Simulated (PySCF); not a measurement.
Geometry relaxation, with input and output: SF$_{2}$

- system: SF$_{2}$
- method: RHF/6-311g**, optimize (PySCF 2.14.0)

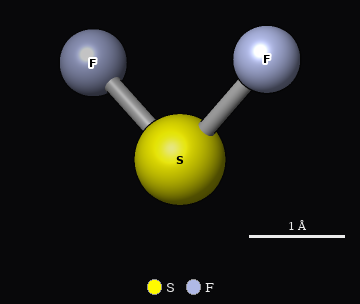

**Figure 1.** The input geometry (ball-and-stick view, seen at an oblique angle). Bond lengths as drawn: F–S 1.59 Å.

**Input**
```python
from pyscf import gto, scf
from pyscf.geomopt.geometric_solver import optimize

mol = gto.M(
    atom='S -0.5555 0.0915 0; F 0.4674 -0.077 1.2061; F 0.4674 -0.077 -1.2061',
    basis='6-311g**',
    charge=0,
    spin=0,
    symmetry=True,
    verbose=4,
)
mf = scf.RHF(mol)
mf.kernel()
mol_eq = optimize(mf, maxsteps=30)
print('optimised geometry (angstrom)')
print(mol_eq.tostring('raw'))
print('orbital energies (hartree):', mf.mo_energy[..., max(0, mol.nelec[1]-3):mol.nelec[0]+3].round(4))
```

Machine: 1 CPU thread, shared host.

Run as:
```bash
OMP_NUM_THREADS=1 python input.py
```

**The program's output**
```
PySCF version 2.14.0

[INPUT] verbose = 4
[INPUT] num. atoms = 3
[INPUT] num. electrons = 34
[INPUT] charge = 0
[INPUT] spin (= nelec alpha-beta = 2S) = 0
[INPUT] symmetry True subgroup None
[INPUT] Mole.unit = angstrom
[INPUT] Symbol           X                Y                Z      unit          X                Y                Z       unit  Magmom
[INPUT]  1 S     -0.555500000000   0.091500000000   0.000000000000 AA   -1.049742862196   0.172909940398   0.000000000000 Bohr   0.0
[INPUT]  2 F      0.467400000000  -0.077000000000   1.206100000000 AA    0.883257990622  -0.145508911592   2.279198678838 Bohr   0.0
[INPUT]  3 F      0.467400000000  -0.077000000000  -1.206100000000 AA    0.883257990622  -0.145508911592  -2.279198678838 Bohr   0.0

nuclear repulsion = 113.595850944063
point group symmetry = C2v
symmetry origin: [-2.63894695e-02  4.33525405e-03  2.61228947e-17]
symmetry axis x: [ 1.62537253e-01  9.86702408e-01 -2.77771839e-18]
symmetry axis y: [ 3.46747579e-17 -2.89674119e-18  1.00000000e+00]
symmetry axis z: [ 9.86702408e-01 -1.62537253e-01  6.63940160e-17]
num. orbitals of irrep A1 = 26
num. orbitals of irrep A2 = 6
num. orbitals of irrep B1 = 11
num. orbitals of irrep B2 = 19
number of shells = 28
number of NR pGTOs = 107
number of NR cGTOs = 62
basis = 6-311g**
ecp = {}

******** <class 'pyscf.scf.hf_symm.SymAdaptedRHF'> ********
method = SymAdaptedRHF
initial guess = minao
damping factor = 0
level_shift factor = 0
DIIS = <class 'pyscf.scf.diis.CDIIS'>
diis_start_cycle = 1
diis_space = 8
diis_damp = 0
SCF conv_tol = 1e-09
SCF conv_tol_grad = None
SCF max_cycles = 50
direct_scf = True
direct_scf_tol = 1e-13
Freeze 0 electrons in irreps []
    34 free electrons in irreps A1 A2 B1 B2
Set gradient conv threshold to 3.16228e-05
Initial guess from minao.
init E= -596.613443453221
HOMO (B1) = -0.223211653693771  LUMO (B2) = -0.025609809685907  gap/eV = 5.37702
cycle= 1 E= -596.314694319061  delta_E= 0.299  |g|= 0.592  |ddm|= 1.69
HOMO (B1) = -0.444694231376239  LUMO (B2) = 0.0386553278862678  gap/eV = 13.15261
cycle= 2 E= -596.364570084704  delta_E= -0.0499  |g|= 0.33  |ddm|= 0.542
HOMO (B1) = -0.409451596653088  LUMO (B2) = 0.0720885367357411  gap/eV = 13.10337
cycle= 3 E= -596.379455906447  delta_E= -0.0149  |g|= 0.0521  |ddm|= 0.176
HOMO (B1) = -0.401169508899499  LUMO (B2) = 0.0814907944244716  gap/eV = 13.13386
cycle= 4 E= -596.380036245388  delta_E= -0.00058  |g|= 0.0133  |ddm|= 0.0422
HOMO (B1) = -0.402503009805791  LUMO (B2) = 0.0818028612996073  gap/eV = 13.17863
cycle= 5 E= -596.380119505727  delta_E= -8.33e-05  |g|= 0.00334  |ddm|= 0.0187
HOMO (B1) = -0.402508865152965  LUMO (B2) = 0.0818167979971705  gap/eV = 13.17917
cycle= 6 E= -596.380127135327  delta_E= -7.63e-06  |g|= 0.00123  |ddm|= 0.00547
HOMO (B1) = -0.40238427540631  LUMO (B2) = 0.0818633835377724  gap/eV = 13.17705
cycle= 7 E= -596.380128307277  delta_E= -1.17e-06  |g|= 0.000209  |ddm|= 0.00256
HOMO (B1) = -0.402339989112721  LUMO (B2) = 0.0818823234552895  gap/eV = 13.17636
cycle= 8 E= -596.380128339376  delta_E= -3.21e-08  |g|= 2.88e-05  |ddm|= 0.000449
HOMO (B1) = -0.402341313857146  LUMO (B2) = 0.0818762333571819  gap/eV = 13.17623
cycle= 9 E= -596.380128339898  delta_E= -5.23e-10  |g|= 5.56e-06  |ddm|= 6.19e-05
HOMO (B1) = -0.402340843577464  LUMO (B2) = 0.0818767305969743  gap/eV = 13.17623
Extra cycle  E= -596.380128339912  delta_E= -1.4e-11  |g|= 2.17e-06  |ddm|= 6.96e-06
converged SCF energy = -596.380128339912
Create scanner for <class 'pyscf.grad.rhf.Gradients'>
Create scanner for <class 'pyscf.scf.hf_symm.SymAdaptedRHF'>
input.py

Current date and time:

#|     Arguments passed to driver run_optimizer():      |#
customengine              <pyscf.geomopt.geometric_solver.PySCFEngine object>
logIni                    [file]
maxiter                   30
----------------------------------------------------------
Custom engine selected.
Bonds will be generated from interatomic distances less than 1.20 times sum of covalent radii
9 internal coordinates being used (instead of 9 Cartesians)
Internal coordinate system (atoms numbered from 1):
Distance 1-2
Distance 1-3
Angle 2-1-3
Translation-X 1-3
Translation-Y 1-3
Translation-Z 1-3
Rotation-A 1-3
Rotation-B 1-3
Rotation-C 1-3
<class 'geometric.internal.Distance'> : 2
<class 'geometric.internal.Angle'> : 1
<class 'geometric.internal.TranslationX'> : 1
<class 'geometric.internal.TranslationY'> : 1
<class 'geometric.internal.TranslationZ'> : 1
<class 'geometric.internal.RotationA'> : 1
<class 'geometric.internal.RotationB'> : 1
<class 'geometric.internal.RotationC'> : 1
> ===== Optimization Info: ====
> Job type: Energy minimization
> Maximum number of optimization cycles: 30
> Initial / maximum trust radius (Angstrom): 0.100 / 0.300
> Convergence Criteria:
> Will converge when all 5 criteria are reached:
>  |Delta-E| < 1.00e-06
>  RMS-Grad  < 3.00e-04
>  Max-Grad  < 4.50e-04
>  RMS-Disp  < 1.20e-03
>  Max-Disp  < 1.80e-03
> === End Optimization Info ===

Geometry optimization cycle 1
Cartesian coordinates (Angstrom)
 Atom        New coordinates             dX        dY        dZ
   S  -0.555500   0.091500   0.000000    0.000000  0.000000  0.000000
   F   0.467400  -0.077000   1.206100    0.000000  0.000000  0.000000
   F   0.467400  -0.077000  -1.206100    0.000000  0.000000  0.000000

WARN: Mole.unit (angstrom) is changed to Bohr

New geometry
   1 S     -0.555498996573   0.091506091429  -0.000000000000 AA   -1.049740965993   0.172921451530  -0.000000000000 Bohr
   2 F      0.467401003427  -0.076993908571   1.206100000000 AA    0.883259886824  -0.145497400459   2.279198678838 Bohr
   3 F      0.467401003427  -0.076993908571  -1.206100000000 AA    0.883259886824  -0.145497400459  -2.279198678838 Bohr

******** <class 'pyscf.scf.hf.SymAdaptedRHF_Scanner'> ********
method = SymAdaptedRHF_Scanner
initial guess = minao
damping factor = 0
level_shift factor = 0
DIIS = <class 'pyscf.scf.diis.CDIIS'>
diis_start_cycle = 1
diis_space = 8
diis_damp = 0
SCF conv_tol = 1e-09
SCF conv_tol_grad = None
SCF max_cycles = 50
direct_scf = True
direct_scf_tol = 1e-13
Freeze 0 electrons in irreps []
    34 free electrons in irreps A1 A2 B1 B2
Set gradient conv threshold to 3.16228e-05
init E= -596.380128339912
HOMO (B1) = -0.402340894252386  LUMO (B2) = 0.0818765941430968  gap/eV = 13.17623
cycle= 1 E= -596.380128339916  delta_E= -4.09e-12  |g|= 9.72e-07  |ddm|= 2.71e-06
HOMO (B1) = -0.402340858597938  LUMO (B2) = 0.0818765797573668  gap/eV = 13.17623
Extra cycle  E= -596.380128339912  delta_E= 4.21e-12  |g|= 4.36e-07  |ddm|= 1.15e-06
converged SCF energy = -596.380128339912

******** <class 'pyscf.grad.rhf.Gradients_Scanner'> for <class 'pyscf.scf.hf.SymAdaptedRHF_Scanner'> ********
unit = Eh/Bohr
--------------- SymAdaptedRHF_Scanner gradients ---------------
         x                y                z
0 S    -0.0031401272     0.0005172660    -0.0000000000
1 F     0.0015700636    -0.0002586330     0.0042780310
2 F     0.0015700636    -0.0002586330    -0.0042780310
----------------------------------------------
cycle 1: E = -596.38012834  dE = -596.38  norm(grad) = 0.00719688
Step    0 : Gradient = 4.155e-03/4.564e-03 (rms/max) Energy = -596.3801283399
Hessian Eigenvalues: 5.00000e-02 5.00000e-02 5.00000e-02 ... 2.50000e-01 5.31184e-01 5.31184e-01

Geometry optimization cycle 2
Cartesian coordinates (Angstrom)
 Atom        New coordinates             dX        dY        dZ
   S  -0.561164   0.092433  -0.000000   -0.005665  0.000927 -0.000000
   F   0.470232  -0.077466   1.192980    0.002831 -0.000473 -0.013120
   F   0.470232  -0.077466  -1.192980    0.002831 -0.000473  0.013120
New geometry
   1 S     -0.561162698426   0.092439060206  -0.000000000000 AA   -1.060443811348   0.174684507002  -0.000000000000 Bohr
   2 F      0.470232854353  -0.077460392960   1.192980403622 AA    0.888611309500  -0.146378928195   2.254406234819 Bohr
   3 F      0.470232854353  -0.077460392960  -1.192980403622 AA    0.888611309500  -0.146378928195  -2.254406234819 Bohr

******** <class 'pyscf.scf.hf.SymAdaptedRHF_Scanner'> ********
method = SymAdaptedRHF_Scanner
initial guess = minao
damping factor = 0
level_shift factor = 0
DIIS = <class 'pyscf.scf.diis.CDIIS'>
diis_start_cycle = 1
diis_space = 8
diis_damp = 0
SCF conv_tol = 1e-09
SCF conv_tol_grad = None
SCF max_cycles = 50
direct_scf = True
direct_scf_tol = 1e-13
Freeze 0 electrons in irreps []
    34 free electrons in irreps A1 A2 B1 B2
Set gradient conv threshold to 3.16228e-05
init E= -596.384539246569
HOMO (B1) = -0.40050634994263  LUMO (B2) = 0.0808146352210493  gap/eV = 13.09741
cycle= 1 E= -596.380183684084  delta_E= 0.00436  |g|= 0.00552  |ddm|= 0.0176
HOMO (B1) = -0.40148706870956  LUMO (B2) = 0.0805061496354469  gap/eV = 13.11570
cycle= 2 E= -596.380197022043  delta_E= -1.33e-05  |g|= 0.00257  |ddm|= 0.00557
HOMO (B1) = -0.401285386700784  LUMO (B2) = 0.0806823958513263  gap/eV = 13.11501
cycle= 3 E= -596.380199847341  delta_E= -2.83e-06  |g|= 0.00139  |ddm|= 0.0025
HOMO (B1) = -0.401303198144572  LUMO (B2) = 0.0807139198544498  gap/eV = 13.11635
cycle= 4 E= -596.380200756738  delta_E= -9.09e-07  |g|= 0.000293  |ddm|= 0.00177
HOMO (B1) = -0.401333264040335  LUMO (B2) = 0.0807012737125383  gap/eV = 13.11683
cycle= 5 E= -596.380200800575  delta_E= -4.38e-08  |g|= 6.83e-05  |ddm|= 0.000368
HOMO (B1) = -0.401323684545446  LUMO (B2) = 0.0807087355035954  gap/eV = 13.11677
cycle= 6 E= -596.380200803246  delta_E= -2.67e-09  |g|= 1.25e-05  |ddm|= 9.14e-05
HOMO (B1) = -0.401325098703994  LUMO (B2) = 0.0807078617647079  gap/eV = 13.11678
cycle= 7 E= -596.380200803324  delta_E= -7.84e-11  |g|= 2.98e-06  |ddm|= 1.6e-05
HOMO (B1) = -0.401324915688046  LUMO (B2) = 0.0807079637479973  gap/eV = 13.11678
Extra cycle  E= -596.380200803328  delta_E= -3.64e-12  |g|= 1.1e-06  |ddm|= 3.29e-06
converged SCF energy = -596.380200803328

******** <class 'pyscf.grad.rhf.Gradients_Scanner'> for <class 'pyscf.scf.hf.SymAdaptedRHF_Scanner'> ********
unit = Eh/Bohr
--------------- SymAdaptedRHF_Scanner gradients ---------------
         x                y                z
0 S    -0.0021982748     0.0003621168    -0.0000000000
1 F     0.0010991374    -0.0001810584     0.0003961639
2 F     0.0010991374    -0.0001810584    -0.0003961639
----------------------------------------------
cycle 2: E = -596.380200803  dE = -7.24634e-05  norm(grad) = 0.00278553
Step    1 : Displace = 1.146e-02/1.343e-02 (rms/max) Trust = 1.000e-01 (=) Grad = 1.608e-03/2.228e-03 (rms/max) E (change) = -596.3802008033 (-7.246e-05) Quality = 0.909
Hessian Eigenvalues: 5.00000e-02 5.00000e-02 5.00000e-02 ... 3.45889e-01 4.23029e-01 5.31184e-01

Geometry optimization cycle 3
Cartesian coordinates (Angstrom)
 Atom        New coordinates             dX        dY        dZ
   S  -0.558711   0.092029  -0.000000    0.002452 -0.000410 -0.000000
   F   0.469006  -0.077264   1.194581   -0.001227  0.000196  0.001601
   F   0.469006  -0.077264  -1.194581   -0.001227  0.000196 -0.001601
New geometry
   1 S     -0.558710174604   0.092035061512  -0.000000000000 AA   -1.055809213009   0.173921060115  -0.000000000000 Bohr
   2 F      0.469006592441  -0.077258393613   1.194580996593 AA    0.886294010330  -0.145997204752   2.257430917170 Bohr
   3 F      0.469006592441  -0.077258393613  -1.194580996593 AA    0.886294010330  -0.145997204752  -2.257430917170 Bohr

******** <class 'pyscf.scf.hf.SymAdaptedRHF_Scanner'> ********
method = SymAdaptedRHF_Scanner
initial guess = minao
damping factor = 0
level_shift factor = 0
DIIS = <class 'pyscf.scf.diis.CDIIS'>
diis_start_cycle = 1
diis_space = 8
diis_damp = 0
SCF conv_tol = 1e-09
SCF conv_tol_grad = None
SCF max_cycles = 50
direct_scf = True
direct_scf_tol = 1e-13
Freeze 0 electrons in irreps []
    34 free electrons in irreps A1 A2 B1 B2
Set gradient conv threshold to 3.16228e-05
init E= -596.381469671927
HOMO (B1) = -0.400818389341535  LUMO (B2) = 0.0817086904845397  gap/eV = 13.13023
cycle= 1 E= -596.38020699865  delta_E= 0.00126  |g|= 0.00163  |ddm|= 0.00506
HOMO (B1) = -0.400904858648036  LUMO (B2) = 0.0817742738541547  gap/eV = 13.13437
cycle= 2 E= -596.380208064147  delta_E= -1.07e-06  |g|= 0.000839  |ddm|= 0.00185
HOMO (B1) = -0.400939421686862  LUMO (B2) = 0.0817266965939361  gap/eV = 13.13401
cycle= 3 E= -596.380208267407  delta_E= -2.03e-07  |g|= 0.000389  |ddm|= 0.00059
HOMO (B1) = -0.400951036359814  LUMO (B2) = 0.0817025780278691  gap/eV = 13.13367
cycle= 4 E= -596.380208346408  delta_E= -7.9e-08  |g|= 0.000108  |ddm|= 0.000467
HOMO (B1) = -0.400955898032251  LUMO (B2) = 0.0816995525233324  gap/eV = 13.13372
cycle= 5 E= -596.380208354173  delta_E= -7.76e-09  |g|= 1.86e-05  |ddm|= 0.00018
HOMO (B1) = -0.400953547546654  LUMO (B2) = 0.0817013426305699  gap/eV = 13.13371
cycle= 6 E= -596.380208354362  delta_E= -1.89e-10  |g|= 3.82e-06  |ddm|= 2.71e-05
HOMO (B1) = -0.400954401551863  LUMO (B2) = 0.0817006777852924  gap/eV = 13.13371
Extra cycle  E= -596.380208354363  delta_E= -1.59e-12  |g|= 1.91e-06  |ddm|= 4.1e-06
converged SCF energy = -596.380208354363

******** <class 'pyscf.grad.rhf.Gradients_Scanner'> for <class 'pyscf.scf.hf.SymAdaptedRHF_Scanner'> ********
unit = Eh/Bohr
--------------- SymAdaptedRHF_Scanner gradients ---------------
         x                y                z
0 S    -0.0003618956     0.0000596142    -0.0000000000
1 F     0.0001809478    -0.0000298071     0.0001283419
2 F     0.0001809478    -0.0000298071    -0.0001283419
----------------------------------------------
cycle 3: E = -596.380208354  dE = -7.55104e-06  norm(grad) = 0.000484486
Step    2 : Displace = 2.190e-03/2.486e-03 (rms/max) Trust = 1.414e-01 (+) Grad = 2.797e-04/3.668e-04 (rms/max) E (change) = -596.3802083544 (-7.551e-06) Quality = 1.136
Hessian Eigenvalues: 5.00000e-02 5.00000e-02 5.00000e-02 ... 3.27253e-01 3.86184e-01 5.31184e-01

Geometry optimization cycle 4
Cartesian coordinates (Angstrom)
 Atom        New coordinates             dX        dY        dZ
   S  -0.558365   0.091972  -0.000000    0.000345 -0.000063 -0.000000
   F   0.468832  -0.077236   1.194620   -0.000174  0.000022  0.000039
   F   0.468832  -0.077236  -1.194620   -0.000174  0.000022 -0.000039
New geometry
   1 S     -0.558363722172   0.091977991188  -0.000000000000 AA   -1.055154512798   0.173813212833  -0.000000000000 Bohr
   2 F      0.468833366228  -0.077229858451   1.194620281195 AA    0.885966660228  -0.145943281111   2.257505154310 Bohr
   3 F      0.468833366228  -0.077229858451  -1.194620281195 AA    0.885966660228  -0.145943281111  -2.257505154310 Bohr

******** <class 'pyscf.scf.hf.SymAdaptedRHF_Scanner'> ********
method = SymAdaptedRHF_Scanner
initial guess = minao
damping factor = 0
level_shift factor = 0
DIIS = <class 'pyscf.scf.diis.CDIIS'>
diis_start_cycle = 1
diis_space = 8
diis_damp = 0
SCF conv_tol = 1e-09
SCF conv_tol_grad = None
SCF max_cycles = 50
direct_scf = True
direct_scf_tol = 1e-13
Freeze 0 electrons in irreps []
    34 free electrons in irreps A1 A2 B1 B2
Set gradient conv threshold to 3.16228e-05
init E= -596.380529088682
HOMO (B1) = -0.4008234757364  LUMO (B2) = 0.0818666282311966  gap/eV = 13.13467
cycle= 1 E= -596.380208501596  delta_E= 0.000321  |g|= 0.000259  |ddm|= 0.000812
HOMO (B1) = -0.400858870422911  LUMO (B2) = 0.081872731156249  gap/eV = 13.13580
cycle= 2 E= -596.380208522273  delta_E= -2.07e-08  |g|= 0.000115  |ddm|= 0.000276
HOMO (B1) = -0.400862136688689  LUMO (B2) = 0.081866636461644  gap/eV = 13.13572
cycle= 3 E= -596.380208525486  delta_E= -3.21e-09  |g|= 4.9e-05  |ddm|= 7.71e-05
HOMO (B1) = -0.400863703653216  LUMO (B2) = 0.081863885108735  gap/eV = 13.13569
cycle= 4 E= -596.380208526528  delta_E= -1.04e-09  |g|= 1.89e-05  |ddm|= 4.75e-05
HOMO (B1) = -0.400865364335051  LUMO (B2) = 0.0818626093302584  gap/eV = 13.13570
cycle= 5 E= -596.38020852674  delta_E= -2.12e-10  |g|= 3.23e-06  |ddm|= 2.92e-05
HOMO (B1) = -0.400864954504714  LUMO (B2) = 0.0818629306031369  gap/eV = 13.13569
Extra cycle  E= -596.380208526746  delta_E= -5.91e-12  |g|= 1.6e-06  |ddm|= 3.65e-06
converged SCF energy = -596.380208526746

******** <class 'pyscf.grad.rhf.Gradients_Scanner'> for <class 'pyscf.scf.hf.SymAdaptedRHF_Scanner'> ********
unit = Eh/Bohr
--------------- SymAdaptedRHF_Scanner gradients ---------------
         x                y                z
0 S     0.0000018137    -0.0000002988     0.0000000000
1 F    -0.0000009068     0.0000001494    -0.0000009426
2 F    -0.0000009068     0.0000001494     0.0000009426
----------------------------------------------
cycle 4: E = -596.380208527  dE = -1.72383e-07  norm(grad) = 2.61632e-06
```

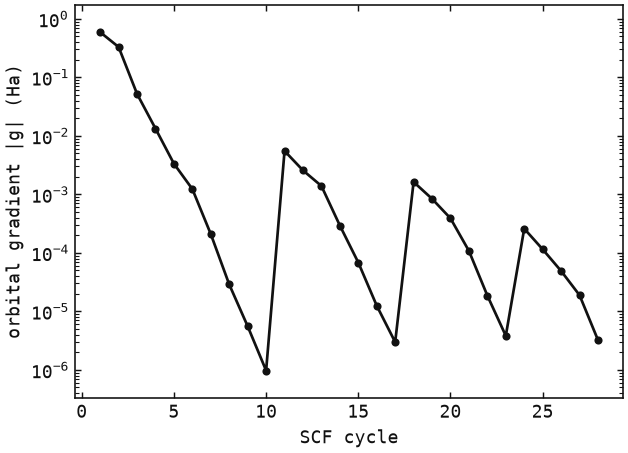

**Figure 2.** Convergence of the self-consistent field: orbital gradient |g| against the SCF cycle. All cycles printed in the log are drawn one after another.

```
Step    3 : Displace = 2.503e-04/3.511e-04 (rms/max) Trust = 2.000e-01 (+) Grad = 1.511e-06/1.838e-06 (rms/max) E (change) = -596.3802085267 (-1.724e-07) Quality = 0.996
Hessian Eigenvalues: 5.00000e-02 5.00000e-02 5.00000e-02 ... 3.27253e-01 3.86184e-01 5.31184e-01
Converged! =D

    #| If this code has benefited your research, please support us by citing: |#
    #| Wang, L.-P.; Song, C.C. (2016) "Geometry optimization made simple with |#
    #| translation and rotation coordinates", J. Chem, Phys. 144, 214108.     |#
    #|                                     |#
optimised geometry (angstrom)
S          -0.55836372        0.09197799       -0.00000000
F           0.46883337       -0.07722986        1.19462028
F           0.46883337       -0.07722986       -1.19462028
orbital energies (hartree): [-0.6666 -0.6021 -0.4023  0.0819  0.127   0.2621]
```

**Summary**

```csv
quantity,value
outcome,converged
SCF energy at the first geometry,−596.380128 hartree
wall time,7.9 s
```
